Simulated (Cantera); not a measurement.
Feed: 1 mol FeS2, 0.15 mol H2S, 0.044 mol O2, at 750 Torr.

These are equilibrium values from Cantera (NASA tables, ideal gas, pure condensed phases), not measurements of a reactor. Candidate condensed phases: Fe, FeO, Fe(OH)2, Fe(OH)3, FeS, FeSO4, FeS2, Fe2O3, Fe2(SO4)3, Fe3O4, H2O, H2SO4, S; 22 gas species. FeS: taken at fixed stoichiometry. Gases not in the tables: S3 to S7. Kinetics and transport are ignored.

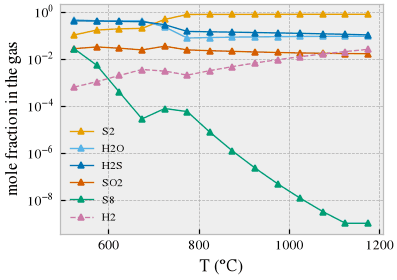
Figure: Equilibrium gas composition (values under 1e-9 drawn at 1e-9)

From 525 °C to 675 °C the condensed part is FeS2(s). At 725 °C the condensed part is FeS(s) + FeS2(s). From 775 °C to 1175 °C the condensed part is FeS(s).
